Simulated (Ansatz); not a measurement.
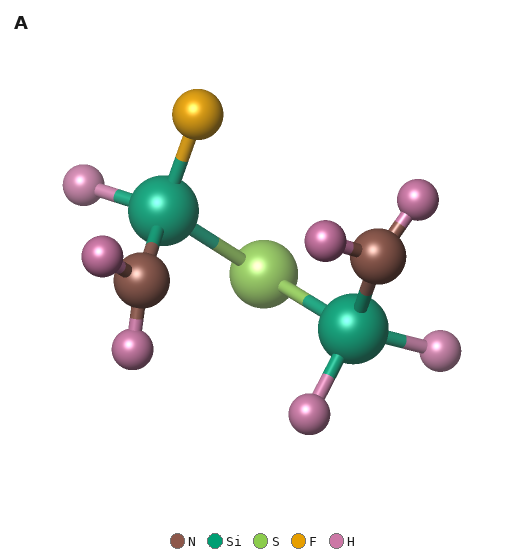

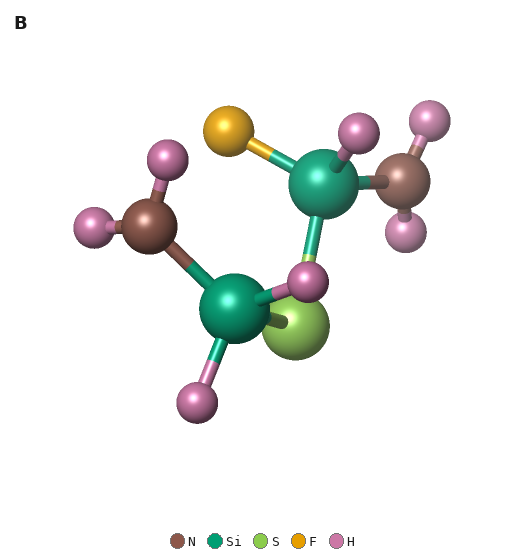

2 stationary structures of one formula. Geometries: PBE0-D4/def2-TZVP. Electronic energies: CCSD(T)/CBS (MP2 limit from def2-TZVPP and def2-QZVPP plus CCSD(T) − MP2) (Ansatz 0.2.0), without zero-point energy. No frequency run is at hand to confirm each as a minimum.

> Which structure is the most stable?

A is lowest; B lies 0.043 eV above it.

Give E(B) − E(A) in eV at these levels too: ωB97X-V/def2-TZVPP; B2PLYP (frozen core)/def2-TZVPP; PBE0-D4/def2-TZVP; r2SCAN-D4/def2-TZVPP; RHF-MP2 (frozen core)/def2-QZVPP; ωB97M-V/def2-TZVPP; B3LYP-D4/def2-TZVPP; CCSD(T)/CBS (MP2 limit from def2-TZVPP and def2-QZVPP plus CCSD(T) − MP2).

```
                                                                    level  E(B) − E(A) (eV)
                                                       ωB97X-V/def2-TZVPP            +0.039
                                          B2PLYP (frozen core)/def2-TZVPP            +0.026
                                                        PBE0-D4/def2-TZVP            +0.051
                                                     r2SCAN-D4/def2-TZVPP            +0.049
                                         RHF-MP2 (frozen core)/def2-QZVPP            +0.043
                                                       ωB97M-V/def2-TZVPP            +0.047
                                                      B3LYP-D4/def2-TZVPP            +0.049
CCSD(T)/CBS (MP2 limit from def2-TZVPP and def2-QZVPP plus CCSD(T) − MP2)            +0.043
```
